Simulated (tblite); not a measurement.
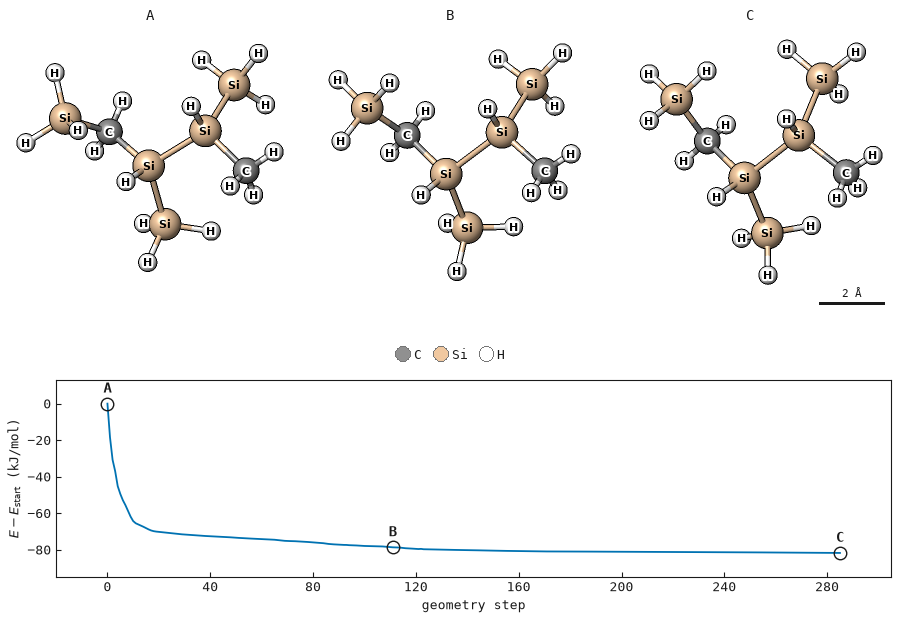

Frames of a relaxation of C2H16Si5, marked on the history of the run. A ball-and-stick model, seen face on.

All numbers below come from tblite, GFN2-xTB geometry optimisation, gas phase. 

Question: What happens along the run?

Answer: The largest move after the best rigid fit is that of an H atom, 2.25 Å. Largest moves by element: H 2.25 Å, Si 0.72 Å, C 0.30 Å. Some distances before and after: Si–Si 2.211 → 2.342 Å, Si–Si 2.204 → 2.324 Å, Si–Si 2.232 → 2.327 Å, C–Si 1.849 → 1.917 Å. Bond angles that change, for instance: Si–C–Si 107.5° → 116.4°, Si–Si–H 107.1° → 115.7°, H–C–H 113.4° → 105.7°. Groups turn about C–Si by about 50°, C–Si by about 35°, Si–Si by about 20°. Over 285 geometry steps the energy falls by 81.7 kJ/mol. The run took 3.3 s on 1 thread of Arm Neoverse V2, with other jobs on the host. From step 0 to 111: an H atom moves most (1.55 Å), energy −78.7 kJ/mol. From step 111 to 285: H atoms move most (0.85 Å), energy −3.08 kJ/mol.
